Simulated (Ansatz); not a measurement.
Geometry relaxation of AlNH5Cl

The run: geometry relaxation of AlNH5Cl. Method and program: RKS PBE-D4/def2-SVP (Ansatz 0.2.0).

The input holds or restrains some coordinates. Forces given for the steps count only the free coordinates. It belongs to a series of runs on one base structure; here: pulled along the bonds that form and break, towards end B. Figures and captions count atoms from 1; the log counts them from 0 in places.

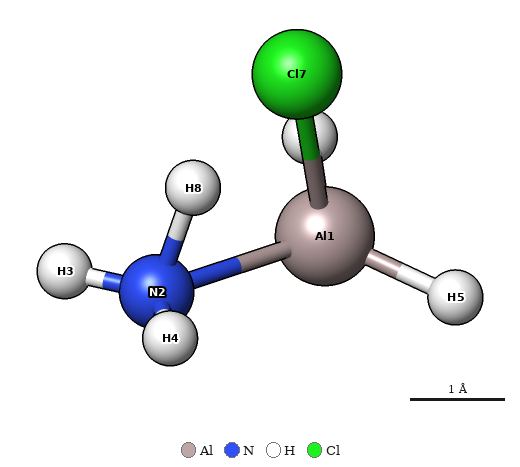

**Figure 1.** The structure as given in the input (ball-and-stick view, seen at a tilt; atoms are numbered from 1 in the order of the input). Sticks mark near contacts. Bond lengths as drawn: Al–Cl 2.53 Å, Al–H 1.56 Å, Al–N 2.27 Å and H–N 1.06 to 1.32 Å.

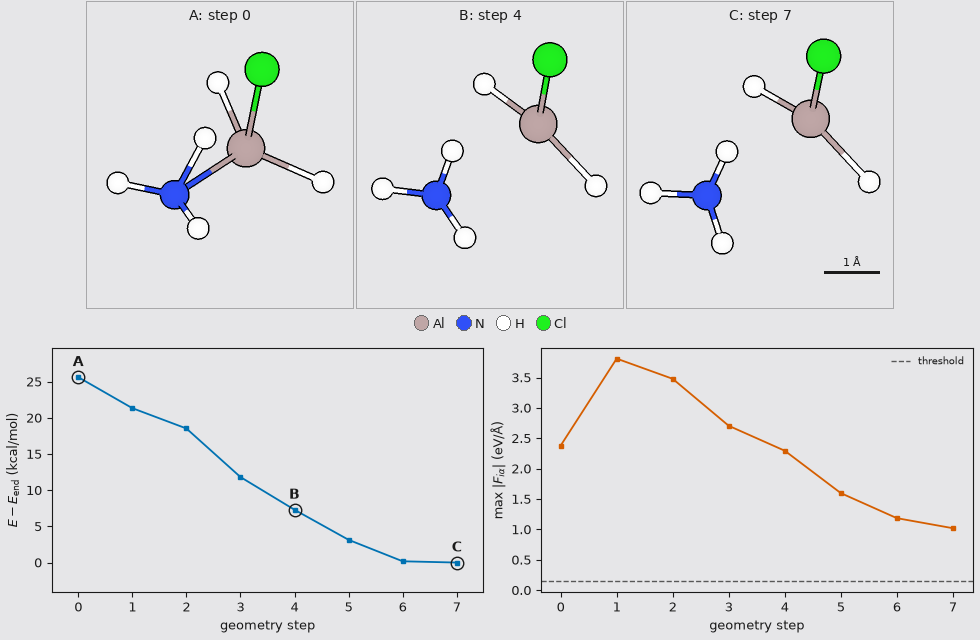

**Figure 2.** Frames of the restrained relaxation (ball-and-stick view, seen at a tilt) above the curves, on which the letters mark them (the first geometry is step 0 here and step 1 in the log).

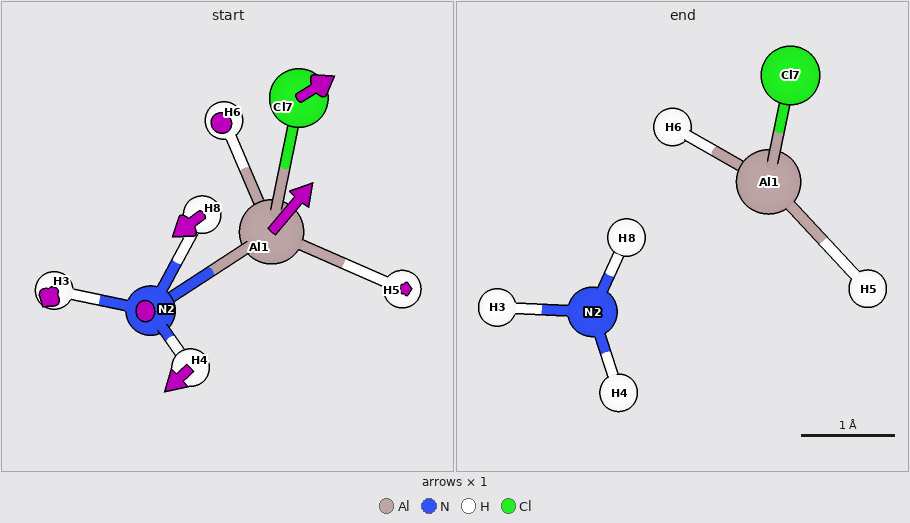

**Figure 3.** Before (left) and after (right) the restrained relaxation, at one scale (ball-and-stick view, seen at a tilt). The pink arrows give the displacements, at true length. Al1 moves most after the best rigid fit: 0.71 Å. By element the largest moves are Al 0.71 Å, Cl 0.54 Å, H 0.47 Å, N 0.30 Å. Among the contacts that change: Al1–N2 2.270 → 3.092 Å, Al1–Cl7 2.530 → 2.208 Å, N2–H8 1.317 → 1.044 Å, N2–H3 1.060 → 1.025 Å. Among the angles that change: H6–Al1–Cl7 92.8° → 116.1°, H4–N2–H8 87.6° → 108.1°, H3–N2–H4 120.0° → 108.7°. Over 7 geometry steps the energy falls by 25.6 kcal/mol. Largest force component: 2.4 eV/Å at the start, 1 eV/Å at the end. (Atoms are counted from 1 in the order of the input.)

The input and output of the run follow.

The input
```yaml
crystal:
  periodic: [false, false, false]
  atoms:
    - { symbol: Al, position_ang: [0.0, 0.0, 0.0] }
    - { symbol: "N", position_ang: [0.0, 0.0, 2.27] }
    - { symbol: H, position_ang: [-0.877, -0.2713, 2.8] }
    - { symbol: H, position_ang: [0.877, 0.2713, 2.8] }
    - { symbol: H, position_ang: [1.351, 0.0, -0.78] }
    - { symbol: H, position_ang: [-1.351, 0.0, -0.78] }
    - { symbol: Cl, position_ang: [-0.3164, 2.38, 0.7978] }
    - { symbol: H, position_ang: [-0.1701, 1.2795, 2.0062] }
basis:
  gaussian: { orbitals: def2-SVP }
hamiltonian:
  xc: pbe
  dispersion: d4
relax:
  f_tol: 0.15
  max_steps: 25
  restrain:
    - { distance: [0, 6], at: 2.23, k: 30.0 }
    - { distance: [7, 1], at: 1.06, k: 30.0 }
    - { distance: [0, 1], at: 3.12, k: 30.0 }
    - { distance: [7, 6], at: 2.57, k: 30.0 }
```

Launch command:
```bash
ansatz run input.yaml --threads 1 --pin off --max-ram 2048MiB --backend cpu --events-out ev --progress --plain --runs-dir out
```

Log
```
The last accepted step is kept in [file] (removed where the run ends without a failure and the disk answers)
Engine: ansatz 0.2.0, x86_64-unknown-linux-gnu
Functional definition: PBE
  parameter kappa = 0.804
  parameter beta = 0.06672455060314922
  exchange = pbe_x(kappa = kappa, mu = beta*pi^2/3)
  correlation = pbe_c(beta = beta)
850 factors; their error is unknown
mean field evaluation 1: about -20666.7319 eV, gradient 5.5e1 eV
mean field evaluation 2: about -20640.7290 eV, gradient 1.1e2 eV
mean field evaluation 4: about -20673.3373 eV, gradient 6.1e0 eV
mean field evaluation 8: about -20673.4530 eV, gradient 3.0e-1 eV
mean field evaluation 16: about -20673.4073 eV, gradient 1.2e-4 eV
mean field -20673.40726276 eV, -759.7337039677 hartree, gradient 2.6e-5 eV, S^2 0.000000; 0 other end points of the search recorded, 0 dependent functions left out
the calculation of the forces begins
reference -20673.40730096 eV, -759.7337053713 hartree; 21, 21 occupied and 54, 54 virtual orbitals, 850 factors
relax step   1: F+E_penalty+E_count = -20673.54354880 eV  Δ(F+E_penalty+E_count) = +0.000e0 eV  max|allowed force component| = 2.379e0 eV/Å  E_restraint = 26.12864612 eV  max|allowed force component, restraints' pulls added| = 2.839e1 eV/Å  Δτ_max = 0.0000 Å  (26 SCF iters, accepted)
  distance Al 0 - Cl 6 = 2.5300 Å
  distance H 7 - N 1 = 1.3174 Å
  distance Al 0 - N 1 = 2.2700 Å
  distance H 7 - Cl 6 = 1.6410 Å
these checks for a lower state are left out or cut short: starts, cluster_reference, orbital_swaps, neighbouring_geometries, increment
850 factors; their error is unknown
mean field -20673.59783469 eV, -759.7407073568 hartree, gradient 8.5e-6 eV, S^2 0.000000; 0 other end points of the search recorded, 0 dependent functions left out
the calculation of the forces begins
reference -20673.59787319 eV, -759.7407087717 hartree; 21, 21 occupied and 54, 54 virtual orbitals, 850 factors
relax step   2: F+E_penalty+E_count = -20673.72934055 eV  Δ(F+E_penalty+E_count) = -1.858e-1 eV  max|allowed force component| = 3.811e0 eV/Å  E_restraint = 10.95686172 eV  max|allowed force component, restraints' pulls added| = 1.627e1 eV/Å  Δτ_max = 0.1950 Å  (32 SCF iters, accepted)
  distance Al 0 - Cl 6 = 2.4573 Å
  distance H 7 - N 1 = 1.1556 Å
  distance Al 0 - N 1 = 2.5455 Å
  distance H 7 - Cl 6 = 1.9872 Å
these checks for a lower state are left out or cut short: starts, cluster_reference, orbital_swaps, neighbouring_geometries, increment
850 factors; their error is unknown
mean field evaluation 32: about -20673.7239 eV, gradient 8.6e-4 eV
mean field -20673.72387302 eV, -759.7453391802 hartree, gradient 5.8e-6 eV, S^2 0.000000; 0 other end points of the search recorded, 0 dependent functions left out
the calculation of the forces begins
reference -20673.72391202 eV, -759.7453406135 hartree; 21, 21 occupied and 54, 54 virtual orbitals, 850 factors
relax step   3: F+E_penalty+E_count = -20673.85114063 eV  Δ(F+E_penalty+E_count) = -1.218e-1 eV  max|allowed force component| = 3.478e0 eV/Å  E_restraint = 2.70300947 eV  max|allowed force component, restraints' pulls added| = 7.419e0 eV/Å  Δτ_max = 0.1949 Å  (33 SCF iters, accepted)
  distance Al 0 - Cl 6 = 2.3361 Å
  distance H 7 - N 1 = 1.0142 Å
  distance Al 0 - N 1 = 2.8003 Å
  distance H 7 - Cl 6 = 2.3157 Å
these checks for a lower state are left out or cut short: starts, cluster_reference, orbital_swaps, neighbouring_geometries, increment
850 factors; their error is unknown
mean field -20674.02081604 eV, -759.7562516348 hartree, gradient 1.8e-5 eV, S^2 0.000000; 0 other end points of the search recorded, 0 dependent functions left out
the calculation of the forces begins
reference -20674.02085585 eV, -759.7562530979 hartree; 21, 21 occupied and 54, 54 virtual orbitals, 850 factors
relax step   4: F+E_penalty+E_count = -20674.14218350 eV  Δ(F+E_penalty+E_count) = -2.910e-1 eV  max|allowed force component| = 2.705e0 eV/Å  E_restraint = 0.19047294 eV  max|allowed force component, restraints' pulls added| = 1.672e0 eV/Å  Δτ_max = 0.1948 Å  (27 SCF iters, accepted)
  distance Al 0 - Cl 6 = 2.2263 Å
  distance H 7 - N 1 = 1.0410 Å
  distance Al 0 - N 1 = 3.0220 Å
  distance H 7 - Cl 6 = 2.5180 Å
these checks for a lower state are left out or cut short: starts, cluster_reference, orbital_swaps, neighbouring_geometries, increment
850 factors; their error is unknown
mean field -20674.21651127 eV, -759.7634433020 hartree, gradient 1.7e-5 eV, S^2 0.000000; 0 other end points of the search recorded, 0 dependent functions left out
the calculation of the forces begins
reference -20674.21655140 eV, -759.7634447768 hartree; 21, 21 occupied and 54, 54 virtual orbitals, 850 factors
relax step   5: F+E_penalty+E_count = -20674.33827976 eV  Δ(F+E_penalty+E_count) = -1.961e-1 eV  max|allowed force component| = 2.295e0 eV/Å  E_restraint = 0.07976044 eV  max|allowed force component, restraints' pulls added| = 1.726e0 eV/Å  Δτ_max = 0.2000 Å  (26 SCF iters, accepted)
  distance Al 0 - Cl 6 = 2.2211 Å
  distance H 7 - N 1 = 1.0472 Å
  distance Al 0 - N 1 = 3.0513 Å
  distance H 7 - Cl 6 = 2.5513 Å
these checks for a lower state are left out or cut short: starts, cluster_reference, orbital_swaps, neighbouring_geometries, increment
850 factors; their error is unknown
mean field -20674.40083139 eV, -759.7702169415 hartree, gradient 1.8e-5 eV, S^2 0.000000; 0 other end points of the search recorded, 0 dependent functions left out
the calculation of the forces begins
reference -20674.40087185 eV, -759.7702184283 hartree; 21, 21 occupied and 54, 54 virtual orbitals, 850 factors
relax step   6: F+E_penalty+E_count = -20674.51851412 eV  Δ(F+E_penalty+E_count) = -1.802e-1 eV  max|allowed force component| = 1.598e0 eV/Å  E_restraint = 0.03854035 eV  max|allowed force component, restraints' pulls added| = 1.692e0 eV/Å  Δτ_max = 0.1910 Å  (26 SCF iters, accepted)
  distance Al 0 - Cl 6 = 2.2229 Å
  distance H 7 - N 1 = 1.0716 Å
  distance Al 0 - N 1 = 3.0732 Å
  distance H 7 - Cl 6 = 2.5841 Å
these checks for a lower state are left out or cut short: starts, cluster_reference, orbital_swaps, neighbouring_geometries, increment
850 factors; their error is unknown
mean field -20674.52845149 eV, -759.7749068935 hartree, gradient 2.2e-5 eV, S^2 0.000000; 0 other end points of the search recorded, 0 dependent functions left out
the calculation of the forces begins
reference -20674.52849229 eV, -759.7749083931 hartree; 21, 21 occupied and 54, 54 virtual orbitals, 850 factors
relax step   7: F+E_penalty+E_count = -20674.64704393 eV  Δ(F+E_penalty+E_count) = -1.285e-1 eV  max|allowed force component| = 1.186e0 eV/Å  E_restraint = 0.02793742 eV  max|allowed force component, restraints' pulls added| = 1.663e-1 eV/Å  Δτ_max = 0.1173 Å  (26 SCF iters, accepted)
  distance Al 0 - Cl 6 = 2.2076 Å
  distance H 7 - N 1 = 1.0412 Å
  distance Al 0 - N 1 = 3.0887 Å
  distance H 7 - Cl 6 = 2.5748 Å
these checks for a lower state are left out or cut short: starts, cluster_reference, orbital_swaps, neighbouring_geometries, increment
850 factors; their error is unknown
mean field evaluation 64: about -20674.5804 eV, gradient 9.9e-3 eV
mean field -20674.53645893 eV, -759.7752011614 hartree, gradient 6.2e-6 eV, S^2 0.000000; 0 other end points of the search recorded, 0 dependent functions left out
the calculation of the forces begins
reference -20674.53650009 eV, -759.7752026742 hartree; 21, 21 occupied and 54, 54 virtual orbitals, 850 factors
relax step   8: F+E_penalty+E_count = -20674.65463646 eV  Δ(F+E_penalty+E_count) = -7.593e-3 eV  max|allowed force component| = 1.020e0 eV/Å  E_restraint = 0.02345307 eV  max|allowed force component, restraints' pulls added| = 9.246e-2 eV/Å  Δτ_max = 0.0727 Å  (27 SCF iters, accepted)
  distance Al 0 - Cl 6 = 2.2076 Å
  distance H 7 - N 1 = 1.0435 Å
  distance Al 0 - N 1 = 3.0924 Å
  distance H 7 - Cl 6 = 2.5752 Å
850 factors; their error is unknown
mean field -20674.53645893 eV, -759.7752011614 hartree, gradient 7.3e-6 eV, S^2 0.000000; 1 other end points of the search recorded, 0 dependent functions left out
the calculation of the forces begins
reference -20674.53650009 eV, -759.7752026742 hartree; 21, 21 occupied and 54, 54 virtual orbitals, 850 factors
Total energy: -20674.65467762 eV, -759.7795456183 hartree
Atom 0 at    -0.060259     0.483801    -0.520268 Å, force    -0.061804     0.519711     1.020260 eV/Å
Atom 1 at    -0.032804     0.098553     2.547931 Å, force    -0.064989     0.558526    -0.957511 eV/Å
Atom 2 at    -0.794633    -0.302029     3.105033 Å, force    -0.013532     0.016150     0.031404 eV/Å
Atom 3 at     0.850743    -0.046516     3.047599 Å, force     0.008833     0.000080     0.046233 eV/Å
Atom 4 at     1.411018     0.015704    -0.897015 Å, force     0.017669    -0.006510     0.000112 eV/Å
Atom 5 at    -1.416865    -0.242346    -0.919407 Å, force    -0.009381    -0.010932     0.001852 eV/Å
Atom 6 at    -0.255794     2.526030     0.294822 Å, force     0.052734    -0.533543    -0.356901 eV/Å
Atom 7 at    -0.187906     1.126304     2.455306 Å, force     0.070469    -0.543482     0.214550 eV/Å
Dipole moment:     0.029746    -0.278606     0.486318 e Å
```

Trajectory as extended XYZ (Å, eV, eV/Å), 8 frames, from step=1 to step=8
```
8
Properties=species:S:1:pos:R:3:forces:R:3 step=1 energy=-20673.54355
Al    0.0000    0.0000    0.0000   -0.1906   2.0576   1.9027
N     0.0000    0.0000    2.2700   -0.2299   2.3793  -1.3432
H    -0.8770   -0.2713    2.8000    1.5285   0.1336  -0.1120
H     0.8770    0.2713    2.8000   -1.0668  -1.3430  -0.0375
H     1.3510    0.0000   -0.7800    0.5820  -0.4110   0.1236
H    -1.3510    0.0000   -0.7800   -0.5523  -0.6923   0.0581
Cl   -0.3164    2.3800    0.7978    0.2089   0.0759  -0.6735
H    -0.1701    1.2795    2.0062   -0.2797  -2.2001   0.0819
8
Properties=species:S:1:pos:R:3:forces:R:3 step=2 energy=-20673.72934
Al   -0.0104    0.1062   -0.1397   -0.0778   2.6202   2.1909
N    -0.0034    0.0230    2.4045   -0.2989   3.4114  -3.8107
H    -0.8781   -0.2753    2.8270    0.3599  -0.3141   1.0965
H     0.8854    0.2612    2.8289    0.3619  -1.2631   1.3436
H     1.3667   -0.0041   -0.7861    0.9712  -0.5013  -0.1286
H    -1.3693   -0.0079   -0.7886   -1.1533  -0.8447  -0.3282
Cl   -0.3188    2.4196    0.6293    0.3313  -0.8861  -0.5135
H    -0.1586    1.1369    2.1387   -0.4944  -2.2223   0.1499
8
Properties=species:S:1:pos:R:3:forces:R:3 step=3 energy=-20673.85114
Al   -0.0199    0.2402   -0.2808    0.0140   2.5581   1.9257
N    -0.0059    0.0494    2.5129    0.0129   1.1369  -3.4784
H    -0.8819   -0.2877    2.8609   -0.0383  -0.8100   1.4627
H     0.9075    0.2368    2.8693    0.9608  -1.4304   1.7362
H     1.3892   -0.0149   -0.7916    0.9653  -0.5118  -0.1801
H    -1.3982   -0.0269   -0.7995   -1.2809  -0.9402  -0.4250
Cl   -0.3139    2.4373    0.4568    0.3534  -0.9904  -0.3883
H    -0.1633    1.0252    2.2860   -0.9872   0.9877  -0.6529
8
Properties=species:S:1:pos:R:3:forces:R:3 step=4 energy=-20674.14218
Al   -0.0275    0.3825   -0.4137   -0.0892   1.4034   1.2868
N    -0.0065    0.0443    2.5892    0.2817   2.3196  -2.7052
H    -0.8844   -0.3432    2.9246    0.6329  -0.5982   1.0924
H     0.9524    0.1686    2.9388   -0.5395  -1.3682   0.9979
H     1.4228   -0.0356   -0.7986    0.3717  -0.2668  -0.0789
H    -1.4434   -0.0736   -0.8162   -0.5231  -0.6485  -0.2195
Cl   -0.2983    2.4710    0.3082    0.2766  -0.5230  -0.2218
H    -0.2015    1.0455    2.3816   -0.4112  -0.3183  -0.1518
8
Properties=species:S:1:pos:R:3:forces:R:3 step=5 energy=-20674.33828
Al   -0.0292    0.4054   -0.4588   -0.1562   1.1861   1.3922
N    -0.0329    0.1206    2.5792   -0.1591   2.2949  -2.1294
H    -0.8578   -0.3589    2.9264    0.5743  -0.6251   0.8042
H     0.9451    0.1067    2.8678   -0.2531  -1.1026   0.7840
H     1.4168   -0.0590   -0.8440    0.2847  -0.1575  -0.0535
H    -1.4213   -0.1580   -0.8666   -0.3451  -0.4055  -0.1582
Cl   -0.2642    2.4565    0.3606    0.1915  -0.4390  -0.4610
H    -0.2429    1.1461    2.5494   -0.1369  -0.7514  -0.1784
8
Properties=species:S:1:pos:R:3:forces:R:3 step=6 energy=-20674.51851
Al   -0.0667    0.4932   -0.4481   -0.0033   0.4929   0.8726
N    -0.0507    0.1355    2.6042   -0.2793   1.0127  -1.4491
H    -0.7711   -0.4432    3.0743    0.5881   0.5375  -0.0963
H     0.9257    0.0121    2.9309   -0.7861   0.1535   0.0599
H     1.3808   -0.0401   -0.8442    0.0283   0.0378   0.0689
H    -1.4129   -0.2453   -0.8967    0.0081   0.1301   0.1217
Cl   -0.1681    2.5924    0.2760   -0.0297  -0.7667  -0.3037
H    -0.3235    1.1548    2.4176    0.4740  -1.5977   0.7260
8
Properties=species:S:1:pos:R:3:forces:R:3 step=7 energy=-20674.64704
Al   -0.0621    0.4979   -0.5283   -0.0134   0.4147   1.1857
N    -0.0348    0.0980    2.5342   -0.0883   0.5355  -1.1565
H    -0.7827   -0.3321    3.0828   -0.0547   0.0158   0.1080
H     0.8617   -0.0325    3.0070    0.0783  -0.0107   0.1320
H     1.4256    0.0019   -0.8271   -0.0947   0.0274  -0.0783
H    -1.4373   -0.2349   -0.8651    0.0671   0.0253  -0.0752
Cl   -0.2444    2.5429    0.2830    0.0455  -0.5194  -0.3846
H    -0.2125    1.1184    2.4276    0.0601  -0.4885   0.2688
8
Properties=species:S:1:pos:R:3:forces:R:3 step=8 energy=-20674.65464
Al   -0.0603    0.4838   -0.5203   -0.0618   0.5197   1.0203
N    -0.0328    0.0986    2.5479   -0.0650   0.5585  -0.9575
H    -0.7946   -0.3020    3.1050   -0.0135   0.0162   0.0314
H     0.8507   -0.0465    3.0476    0.0088   0.0001   0.0462
H     1.4110    0.0157   -0.8970    0.0177  -0.0065   0.0001
H    -1.4169   -0.2423   -0.9194   -0.0094  -0.0109   0.0019
Cl   -0.2558    2.5260    0.2948    0.0527  -0.5335  -0.3569
H    -0.1879    1.1263    2.4553    0.0705  -0.5435   0.2145
```

Results in brief

```tsv
quantity	value
outcome	converged under the restraints of the input
total energy	−20674.6547 eV
mean-field energy	−20674.5365 eV
largest force (length of the vector) at the end, held atoms and coordinates included	1.147 eV/Å
hardware	1 thread of AMD EPYC (Zen 3), 24 GiB of memory available, shared host
wall time	13 s
peak memory	0.15 GiB
```
